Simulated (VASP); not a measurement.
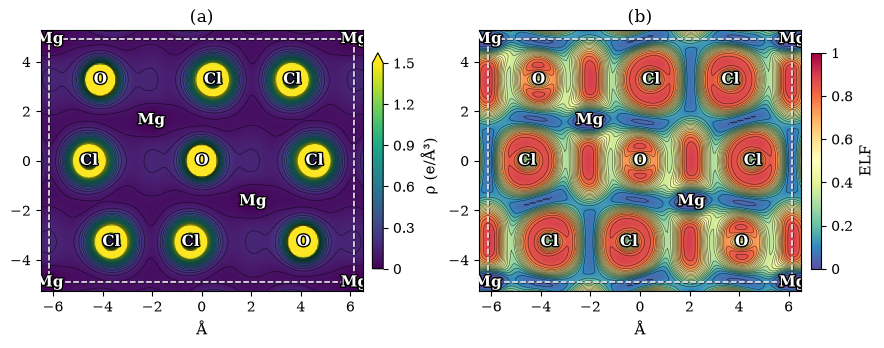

*Mg3Cl2O. (a) valence electron density; (b) electron localisation function on the (110) plane of the conventional cell.*

Space group R-3m; a structure from a database of computed crystals, not necessarily the ambient phase; a generated structure, not necessarily the stable one; not relaxed (largest force 0.5 eV/Å); computed pressure about −2 GPa in this cell.

The calculation used VASP 6.6.1, Kohn-Sham DFT of a periodic cell, PBE, VASP PAW PBE potentials, recommended.

Read the bonding off the picture.

Answer. Atoms in the plane: Mg, Cl and O. Mg–O (2.62 Å): ρ at the midpoint is about 0.14 e/Å³; the ELF is about 0.35 at the midpoint; an ionic contact with no shared pair. Mg–Cl (2.99 Å): ρ at the midpoint is about 0.13 e/Å³; the ELF is about 0.30 at the midpoint; an ionic contact with no shared pair. Between the atoms the lowest density in this plane is 0.05 e/Å³. The ELF has a maximum of about 0.90 in the space between the atoms, on no atom or two-centre bond.
